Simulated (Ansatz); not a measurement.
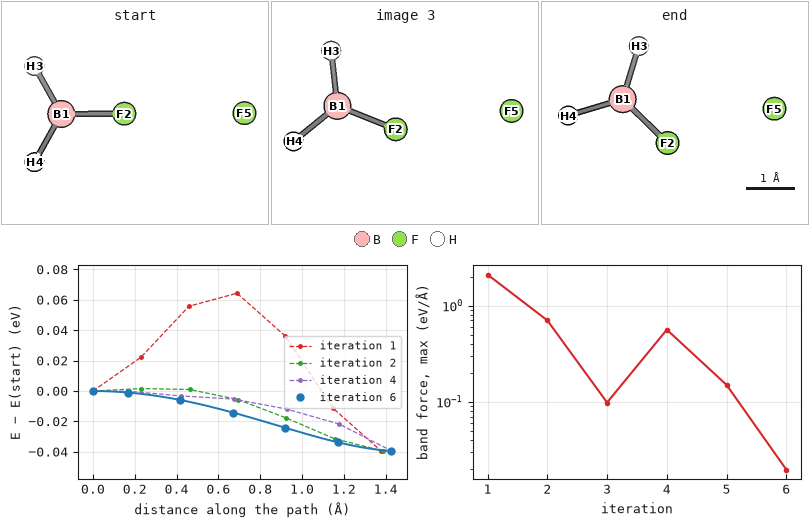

NEB run on BH2F2 (multiplicity 2), made up at the start of BH$_{2}$F and F. Images are numbered from 0 (start) to 6 (end). The plot follows the band through its iterations. A ball-and-stick model, seen at a tilt.

Theory: UKS PBE0/def2-SVP (Ansatz 0.2.0). Set-up: 5 movable images; climbing image; force threshold 0.05 eV/Å; iteration limit 60; starting path by straight interpolation.

**Judge this run.**

The run is converged, with reservations. The band converged in 6 iterations. The largest component of the band force went from 2.1 to 0.02 eV/Å. The straight starting path can push atoms close together and costs iterations. The first iteration put the highest image at 0.064 eV. No barrier shows: the energy is highest at the start, and the end lies 0.039 eV below the start.

Limits of the set-up: the start holds two separate molecules, 2.5 Å apart at their closest, whose relative position is a soft coordinate and is computed without a dispersion correction.

The run took 2.2 min on 1 thread of AMD EPYC 7R43 64-Core Processor (Zen 3) (shared host), peak memory 0.14 GiB.
